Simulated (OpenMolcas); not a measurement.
# Single-point calculation of TiO2 (part 3 of 4)

The same run, continued: TiO2, multiplicity 3, SMILES [O]=[Ti]=[O]; M06-2X/aug-cc-pVDZ, UKS (OpenMolcas 26.06). The geometry is that of the parent species in another charge or spin state. The geometry comes from this level: PBE0-D4/def2-TZVP.

Geometry of the input (Å):
```
O  0.9210  0.9288  0.4446
Ti 0.1350  -0.4920  0.3316
O  -1.0561  -0.4368  -0.7762
```

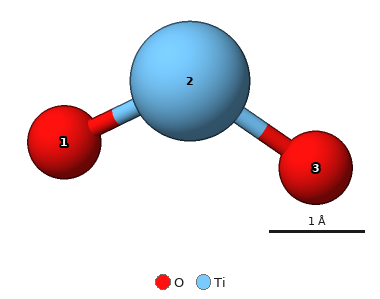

The input geometry (ball-and-stick view, seen at a tilt; atoms are numbered from 1 in the order of the input). Sticks mark near contacts.

### Output, continued
```
   55    0.3147    0.0000          4 O1     1s     (-2.349),     7 O1     2px    (-2.697),    13 O1     2pz    (-2.979),    27 TI2    1s     ( 2.064),
                                  51 TI2    3d2-   ( 3.204),    55 TI2    3d1-   ( 3.120),    67 TI2    3d2+   ( 2.023),    86 O3     1s     (-2.346),
                                  92 O3     2py    ( 3.975),

--

++    Molecular charges:
      ------------------

      Mulliken charges per centre and basis function type
      ---------------------------------------------------

                            O1                      TI2                     O3
                     alpha        beta       alpha        beta       alpha        beta
      1s           1.9437      1.9927      3.7217      3.0846      1.9437      1.9927
      2px          0.8419      0.7480      2.0255      1.9972      0.8098      0.7808
      2pz          0.8737      0.6391      2.0377      2.0115      0.8250      0.6889
      2py          0.8112      0.5179      2.0477      2.0008      0.8918      0.4359
      3d2+         0.0027      0.0040      0.1897      0.2374      0.0005      0.0005
      3d1+         0.0010      0.0016      0.4280      0.2089     -0.0004     -0.0004
      3d0         -0.0001      0.0001      0.1687      0.1708      0.0030      0.0033
      3d1-         0.0030      0.0030      0.1258      0.1979      0.0019      0.0023
      3d2-         0.0004      0.0003      0.2574      0.2493      0.0020      0.0033
      4f3+         0.0000      0.0000      0.0050      0.0057      0.0000      0.0000
      4f2+         0.0000      0.0000      0.0048      0.0043      0.0000      0.0000
      4f1+         0.0000      0.0000      0.0070      0.0070      0.0000      0.0000
      4f0          0.0000      0.0000      0.0049      0.0022      0.0000      0.0000
      4f1-         0.0000      0.0000      0.0026      0.0031      0.0000      0.0000
      4f2-         0.0000      0.0000      0.0094      0.0020      0.0000      0.0000
      4f3-         0.0000      0.0000      0.0092      0.0037      0.0000      0.0000
      Total        4.4776      3.9066     11.0452     10.1862      4.4772      3.9071
      Total              8.3842                 21.2314                  8.3844

      Charge           -0.3842                  0.7686                 -0.3844

      Total electronic charge=   38.000000

      Total            charge=   -0.000000
--

++    Molecular orbitals:
      -------------------

      Title: Natural orbitals

      Molecular orbitals for symmetry species 1: a

      Basis set list:
        1 O1     1s                 22 O1     3d2+               43 TI2    2pz                64 TI2    3d1+               85 O3     1s
        2 O1     1s                 23 O1     3d2+               44 TI2    2pz                65 TI2    3d2+               86 O3     1s
        3 O1     1s                 24 TI2    1s                 45 TI2    2pz                66 TI2    3d2+               87 O3     2px
        4 O1     1s                 25 TI2    1s                 46 TI2    2pz                67 TI2    3d2+               88 O3     2px
        5 O1     2px                26 TI2    1s                 47 TI2    2pz                68 TI2    3d2+               89 O3     2px
        6 O1     2px                27 TI2    1s                 48 TI2    2pz                69 TI2    4f3-               90 O3     2py
        7 O1     2px                28 TI2    1s                 49 TI2    3d2-               70 TI2    4f3-               91 O3     2py
        8 O1     2py                29 TI2    1s                 50 TI2    3d2-               71 TI2    4f2-               92 O3     2py
        9 O1     2py                30 TI2    1s                 51 TI2    3d2-               72 TI2    4f2-               93 O3     2pz
       10 O1     2py                31 TI2    2px                52 TI2    3d2-               73 TI2    4f1-               94 O3     2pz
       11 O1     2pz                32 TI2    2px                53 TI2    3d1-               74 TI2    4f1-               95 O3     2pz
       12 O1     2pz                33 TI2    2px                54 TI2    3d1-               75 TI2    4f0                96 O3     3d2-
       13 O1     2pz                34 TI2    2px                55 TI2    3d1-               76 TI2    4f0                97 O3     3d2-
       14 O1     3d2-               35 TI2    2px                56 TI2    3d1-               77 TI2    4f1+               98 O3     3d1-
       15 O1     3d2-               36 TI2    2px                57 TI2    3d0                78 TI2    4f1+               99 O3     3d1-
       16 O1     3d1-               37 TI2    2py                58 TI2    3d0                79 TI2    4f2+              100 O3     3d0
       17 O1     3d1-               38 TI2    2py                59 TI2    3d0                80 TI2    4f2+              101 O3     3d0
       18 O1     3d0                39 TI2    2py                60 TI2    3d0                81 TI2    4f3+              102 O3     3d1+
       19 O1     3d0                40 TI2    2py                61 TI2    3d1+               82 TI2    4f3+              103 O3     3d1+
       20 O1     3d1+               41 TI2    2py                62 TI2    3d1+               83 O3     1s                104 O3     3d2+
       21 O1     3d1+               42 TI2    2py                63 TI2    3d1+               84 O3     1s                105 O3     3d2+

  Index Energy  Occupation Coefficients ...

    1 -180.4512    2.0000         24 TI2    1s     ( 0.973),

    2  -20.4256    2.0000         25 TI2    1s     ( 0.976),

    3  -19.6751    2.0000          1 O1     1s     ( 1.001),

    4  -19.6750    2.0000         83 O3     1s     ( 1.001),

    5  -17.1236    2.0000         31 TI2    2px    (-0.642),    43 TI2    2pz    ( 0.706),

    6  -17.1230    2.0000         37 TI2    2py    ( 0.809),    43 TI2    2pz    (-0.545),

    7  -17.1106    2.0000         31 TI2    2px    ( 0.733),    37 TI2    2py    ( 0.506),    43 TI2    2pz    ( 0.453),

    8   -2.2213    2.0000         26 TI2    1s     ( 0.798),    38 TI2    2py    ( 0.520),    40 TI2    2py    (-0.402),

    9   -2.0178    2.0000         26 TI2    1s     ( 0.662),    38 TI2    2py    (-0.609),    40 TI2    2py    ( 0.439),    44 TI2    2pz    ( 0.411),

   10   -1.6943    2.0000         32 TI2    2px    ( 0.694),    34 TI2    2px    (-0.476),    38 TI2    2py    ( 0.480),    44 TI2    2pz    ( 0.429),

   11   -1.6458    2.0000         32 TI2    2px    (-0.628),    33 TI2    2px    (-0.347),    34 TI2    2px    ( 0.470),    44 TI2    2pz    ( 0.690),
                                  45 TI2    2pz    ( 0.381),    46 TI2    2pz    (-0.516),

   12   -1.0550    1.9999          2 O1     1s     (-0.640),    84 O3     1s     (-0.653),

   13   -1.0073    1.9999          2 O1     1s     ( 0.678),    84 O3     1s     (-0.665),

   14   -0.4471    1.9996          5 O1     2px    (-0.411),     8 O1     2py    (-0.416),    39 TI2    2py    (-0.427),    40 TI2    2py    ( 0.627),
                                  46 TI2    2pz    (-0.424),    87 O3     2px    ( 0.473),    93 O3     2pz    ( 0.348),

   15   -0.4790    1.9992         33 TI2    2px    ( 0.585),    34 TI2    2px    (-0.881),    40 TI2    2py    (-0.609),    46 TI2    2pz    (-0.544),
                                  87 O3     2px    ( 0.445),

   16   -0.4294    1.9990          5 O1     2px    (-0.387),    11 O1     2pz    ( 0.425),    34 TI2    2px    (-0.233),    46 TI2    2pz    ( 0.256),
                                  87 O3     2px    (-0.391),    93 O3     2pz    ( 0.430),

   17   -0.4382    1.9989          5 O1     2px    ( 0.385),    11 O1     2pz    (-0.423),    87 O3     2px    (-0.381),    93 O3     2pz    ( 0.418),

   18   -0.4465    1.9784          8 O1     2py    (-0.373),    11 O1     2pz    ( 0.349),    49 TI2    3d2-   ( 0.258),    90 O3     2py    (-0.498),

   19   -0.3046    1.0000          8 O1     2py    (-0.486),    11 O1     2pz    ( 0.419),    34 TI2    2px    ( 0.377),    90 O3     2py    ( 0.602),
                                  93 O3     2pz    (-0.314),

   20   -0.1807    1.0000         27 TI2    1s     ( 1.113),

   21    0.1154    0.0216          8 O1     2py    ( 0.349),    11 O1     2pz    (-0.367),    40 TI2    2py    (-0.588),    46 TI2    2pz    ( 0.396),
                                  49 TI2    3d2-   ( 0.442),    53 TI2    3d1-   ( 0.646),    65 TI2    3d2+   ( 0.432),    90 O3     2py    ( 0.517),

   22    0.1105    0.0011          5 O1     2px    ( 0.361),    11 O1     2pz    (-0.396),    53 TI2    3d1-   ( 0.433),    57 TI2    3d0    ( 0.481),
                                  65 TI2    3d2+   (-0.545),    87 O3     2px    (-0.357),    93 O3     2pz    ( 0.392),

   23    0.1241    0.0010         33 TI2    2px    (-2.195),    34 TI2    2px    ( 2.840),    45 TI2    2pz    ( 2.411),    46 TI2    2pz    (-3.119),

   24    0.1174    0.0008         33 TI2    2px    ( 3.519),    34 TI2    2px    (-4.619),    39 TI2    2py    ( 2.429),    40 TI2    2py    (-3.190),
                                  46 TI2    2pz    (-2.853),

   25    0.4140    0.0004         39 TI2    2py    (-1.045),    40 TI2    2py    ( 1.534),    46 TI2    2pz    (-1.046),

   26    0.8699    0.0001          2 O1     1s     ( 1.000),     3 O1     1s     (-0.996),     4 O1     1s     (-1.292),    34 TI2    2px    ( 0.766),
                                  84 O3     1s     (-0.979),    85 O3     1s     ( 0.976),    86 O3     1s     ( 1.273),

   27    0.9526    0.0001          2 O1     1s     (-1.118),    26 TI2    1s     (-1.154),    27 TI2    1s     (-2.093),    40 TI2    2py    (-1.505),
                                  84 O3     1s     (-1.137),    85 O3     1s     ( 1.054),

   28    0.7452    0.0000         33 TI2    2px    (-11.41),    34 TI2    2px    ( 15.95),    45 TI2    2pz    ( 12.54),    46 TI2    2pz    (-17.52),

   29    1.0552    0.0000         33 TI2    2px    (-23.53),    34 TI2    2px    ( 31.06),    39 TI2    2py    (-16.26),    40 TI2    2py    ( 21.46),
                                  46 TI2    2pz    ( 19.17),

   30    0.8836    0.0000         39 TI2    2py    (-13.06),    40 TI2    2py    ( 16.30),    45 TI2    2pz    ( 8.808),    46 TI2    2pz    (-10.99),

   31    0.8021    0.0000         39 TI2    2py    ( 2.866),    40 TI2    2py    (-4.503),    46 TI2    2pz    ( 3.021),

   32    0.7192    0.0000         39 TI2    2py    ( 10.98),    40 TI2    2py    (-16.51),    46 TI2    2pz    ( 11.11),

   33    1.7746    0.0000         33 TI2    2px    ( 24.92),    34 TI2    2px    (-24.72),    39 TI2    2py    ( 17.19),    40 TI2    2py    (-17.04),
                                  45 TI2    2pz    ( 15.40),    46 TI2    2pz    (-15.28),

   34    2.2791    0.0000         39 TI2    2py    ( 9.476),    40 TI2    2py    (-11.48),    45 TI2    2pz    (-5.850),    46 TI2    2pz    ( 7.354),

   35    2.2142    0.0000         33 TI2    2px    ( 10.62),    34 TI2    2px    (-7.268),    39 TI2    2py    ( 6.881),    45 TI2    2pz    ( 6.748),

   36    1.0015    0.0000         33 TI2    2px    (-19.39),    34 TI2    2px    ( 26.87),    45 TI2    2pz    ( 21.30),    46 TI2    2pz    (-29.51),

   37    1.8077    0.0000         27 TI2    1s     ( 16.01),

   38    0.3893    0.0000         39 TI2    2py    ( 5.353),    40 TI2    2py    (-5.076),    45 TI2    2pz    (-3.648),    46 TI2    2pz    ( 3.472),

   39    0.1831    0.0000         33 TI2    2px    ( 12.58),    34 TI2    2px    (-17.11),    45 TI2    2pz    (-13.83),    46 TI2    2pz    ( 18.81),

   40    0.0920    0.0000         39 TI2    2py    (-3.317),    40 TI2    2py    ( 4.692),    46 TI2    2pz    (-3.272),

   41    0.0547    0.0000         33 TI2    2px    ( 3.610),    34 TI2    2px    (-4.682),    39 TI2    2py    ( 2.471),    40 TI2    2py    (-3.199),
                                  46 TI2    2pz    (-2.932),

   42    0.0802    0.0000         33 TI2    2px    ( 4.853),    34 TI2    2px    (-6.682),    45 TI2    2pz    (-5.378),    46 TI2    2pz    ( 7.399),

   43    0.0709    0.0000         30 TI2    1s     (-1.063),    39 TI2    2py    (-1.139),    40 TI2    2py    ( 1.967),    46 TI2    2pz    (-1.236),

   44    1.6429    0.0000         39 TI2    2py    (-29.96),    40 TI2    2py    ( 40.03),    46 TI2    2pz    (-25.39),

   45    0.0452    0.0000         33 TI2    2px    ( 1.544),    34 TI2    2px    (-2.194),

   46    0.1422    0.0000         33 TI2    2px    (-5.639),    34 TI2    2px    ( 8.036),    40 TI2    2py    ( 5.029),    46 TI2    2pz    ( 4.569),

   47    0.0787    0.0000         39 TI2    2py    ( 0.939),    40 TI2    2py    (-1.346),    64 TI2    3d1+   (-0.850),

   48    0.0498    0.0000         52 TI2    3d2-   ( 0.579),    56 TI2    3d1-   (-0.443),    60 TI2    3d0    ( 0.676),    86 O3     1s     (-0.730),

   49    0.7700    0.0000         39 TI2    2py    ( 36.28),    40 TI2    2py    (-45.34),

   50    0.1159    0.0000         39 TI2    2py    (-4.985),    40 TI2    2py    ( 5.897),

   51    1.0961    0.0000         34 TI2    2px    (-27.62),    39 TI2    2py    ( 26.75),    40 TI2    2py    (-40.25),    45 TI2    2pz    ( 37.59),
                                  46 TI2    2pz    (-51.30),

   52    0.6712    0.0000         27 TI2    1s     (-5.514),    33 TI2    2px    ( 4.106),    34 TI2    2px    (-4.639),    45 TI2    2pz    (-4.751),
                                  46 TI2    2pz    ( 7.852),

   53    0.5642    0.0000         33 TI2    2px    (-26.62),    34 TI2    2px    ( 37.42),

   54    0.8698    0.0000         27 TI2    1s     (-11.64),    34 TI2    2px    ( 11.92),    40 TI2    2py    (-15.97),    45 TI2    2pz    (-13.75),
                                  46 TI2    2pz    ( 20.54),

   55    0.8134    0.0000         33 TI2    2px    ( 17.37),    34 TI2    2px    (-22.72),    46 TI2    2pz    (-14.12),

   56    0.8917    0.0000         33 TI2    2px    ( 11.06),    34 TI2    2px    (-12.05),    45 TI2    2pz    ( 6.066),    46 TI2    2pz    (-6.435),

   57    0.1947    0.0000          4 O1     1s     (-2.996),    13 O1     2pz    ( 1.956),    34 TI2    2px    ( 2.048),    40 TI2    2py    ( 2.026),
                                  46 TI2    2pz    ( 2.211),    67 TI2    3d2+   (-2.118),    86 O3     1s     ( 3.219),

   58    0.6409    0.0000         29 TI2    1s     (-1.682),    34 TI2    2px    ( 2.029),    39 TI2    2py    ( 1.512),    40 TI2    2py    (-1.991),
                                  46 TI2    2pz    ( 2.126),    86 O3     1s     ( 3.018),

   59    0.8203    0.0000         33 TI2    2px    (-19.81),    34 TI2    2px    ( 26.22),    46 TI2    2pz    (-13.20),

   60    0.6163    0.0000          4 O1     1s     ( 3.416),    27 TI2    1s     (-4.940),    40 TI2    2py    (-6.152),    45 TI2    2pz    (-3.444),
                                  46 TI2    2pz    ( 4.763),

   61    0.8992    0.0000         34 TI2    2px    ( 5.777),    46 TI2    2pz    ( 3.371),    86 O3     1s     ( 3.554),

   62    1.2300    0.0000         40 TI2    2py    (-9.788),    45 TI2    2pz    (-5.528),    46 TI2    2pz    ( 9.625),

   63    0.2997    0.0000         39 TI2    2py    (-4.873),    40 TI2    2py    ( 8.393),

   64    0.1775    0.0000         13 O1     2pz    (-1.565),    45 TI2    2pz    ( 0.988),    46 TI2    2pz    (-1.095),    47 TI2    2pz    ( 1.205),
                                  55 TI2    3d1-   ( 1.244),    59 TI2    3d0    ( 1.001),    67 TI2    3d2+   (-1.133),    89 O3     2px    (-0.954),

   65    0.2098    0.0000          4 O1     1s     ( 2.636),    35 TI2    2px    (-2.290),    86 O3     1s     (-1.849),

   66    2.7740    0.0000         27 TI2    1s     ( 5.935),    34 TI2    2px    ( 6.314),    45 TI2    2pz    (-8.812),    46 TI2    2pz    ( 11.09),

   67    0.3481    0.0000          4 O1     1s     (-2.419),    10 O1     2py    (-1.257),    35 TI2    2px    ( 2.267),    51 TI2    3d2-   ( 2.073),
                                  86 O3     1s     ( 1.500),    89 O3     2px    (-1.777),    92 O3     2py    ( 2.065),

   68    1.1659    0.0000         39 TI2    2py    ( 2.918),    40 TI2    2py    (-3.520),

   69    0.7130    0.0000         33 TI2    2px    (-3.178),    34 TI2    2px    ( 2.811),    45 TI2    2pz    ( 3.990),    46 TI2    2pz    (-5.125),

   70    0.2202    0.0000          7 O1     2px    (-2.068),    10 O1     2py    ( 1.085),    35 TI2    2px    ( 1.129),    46 TI2    2pz    ( 1.218),
                                  47 TI2    2pz    (-1.277),

   71    2.9366    0.0000         39 TI2    2py    (-5.081),    40 TI2    2py    ( 6.578),

   72    0.2169    0.0000          7 O1     2px    (-2.311),    10 O1     2py    (-2.029),    27 TI2    1s     (-1.845),    29 TI2    1s     ( 1.320),
                                  34 TI2    2px    (-1.321),    40 TI2    2py    (-2.391),    41 TI2    2py    ( 2.266),    47 TI2    2pz    ( 2.003),
                                  51 TI2    3d2-   ( 1.454),    59 TI2    3d0    (-2.038),    89 O3     2px    ( 1.370),    95 O3     2pz    (-2.615),

   73    0.6713    0.0000         34 TI2    2px    (-7.407),    40 TI2    2py    (-5.678),    46 TI2    2pz    (-5.681),    86 O3     1s     (-4.038),

   74    1.4015    0.0000         33 TI2    2px    ( 14.92),    34 TI2    2px    (-13.22),    45 TI2    2pz    ( 11.82),    46 TI2    2pz    (-11.78),

   75    1.0154    0.0000          7 O1     2px    (-0.658),    13 O1     2pz    ( 0.976),    39 TI2    2py    ( 0.907),    40 TI2    2py    (-1.011),
                                  41 TI2    2py    ( 0.632),    89 O3     2px    ( 0.857),    92 O3     2py    (-0.718),    95 O3     2pz    (-0.944),
                                 101 O3     3d0    (-0.700),

   76    2.3278    0.0000         33 TI2    2px    (-4.984),    34 TI2    2px    ( 7.028),    45 TI2    2pz    (-5.363),    46 TI2    2pz    ( 7.657),

   77    0.9100    0.0000          7 O1     2px    ( 0.435),    19 O1     3d0    ( 0.627),    29 TI2    1s     (-0.315),    34 TI2    2px    ( 0.332),
                                  39 TI2    2py    ( 0.376),    40 TI2    2py    (-0.319),    41 TI2    2py    ( 0.332),    46 TI2    2pz    ( 0.438),
                                  54 TI2    3d1-   (-0.315),    58 TI2    3d0    (-0.328),    59 TI2    3d0    ( 0.372),    66 TI2    3d2+   ( 0.331),
                                  67 TI2    3d2+   (-0.518),    97 O3     3d2-   (-0.361),    99 O3     3d1-   ( 0.449),   105 O3     3d2+   (-0.352),

   78    1.2608    0.0000         34 TI2    2px    ( 12.39),    46 TI2    2pz    ( 8.508),    86 O3     1s     ( 6.841),

   79    3.3806    0.0000         33 TI2    2px    (-5.144),    34 TI2    2px    ( 6.983),    46 TI2    2pz    ( 4.263),

   80    0.6416    0.0000         33 TI2    2px    ( 3.099),    34 TI2    2px    (-4.726),

   81    0.3329    0.0000          7 O1     2px    ( 1.880),    13 O1     2pz    (-2.065),    55 TI2    3d1-   ( 1.565),    59 TI2    3d0    ( 1.758),
                                  67 TI2    3d2+   (-1.978),    70 TI2    4f3-   (-1.180),    76 TI2    4f0    (-1.354),    89 O3     2px    (-1.881),
                                  95 O3     2pz    ( 2.066),

   82    3.3436    0.0000         34 TI2    2px    (-1.023),    39 TI2    2py    (-1.210),    40 TI2    2py    ( 1.643),

   83    2.0480    0.0000          6 O1     2px    ( 1.128),    12 O1     2pz    (-1.239),    17 O1     3d1-   ( 0.684),    53 TI2    3d1-   ( 0.846),
                                  54 TI2    3d1-   ( 1.046),    57 TI2    3d0    ( 0.951),    58 TI2    3d0    ( 1.175),    59 TI2    3d0    (-0.732),
                                  65 TI2    3d2+   (-1.069),    66 TI2    3d2+   (-1.322),    67 TI2    3d2+   ( 0.823),    69 TI2    4f3-   (-0.877),
                                  75 TI2    4f0    (-1.006),    88 O3     2px    (-1.128),    94 O3     2pz    ( 1.239),   101 O3     3d0    ( 0.892),

   84    0.7571    0.0000          7 O1     2px    (-0.628),    13 O1     2pz    ( 0.689),    54 TI2    3d1-   (-0.826),    58 TI2    3d0    (-0.927),
                                  66 TI2    3d2+   ( 1.043),    89 O3     2px    ( 0.627),    95 O3     2pz    (-0.688),

   85    3.2952    0.0000         14 O1     3d2-   ( 0.394),    18 O1     3d0    ( 0.709),    19 O1     3d0    (-0.396),    96 O3     3d2-   (-0.475),
                                  98 O3     3d1-   ( 0.492),
```
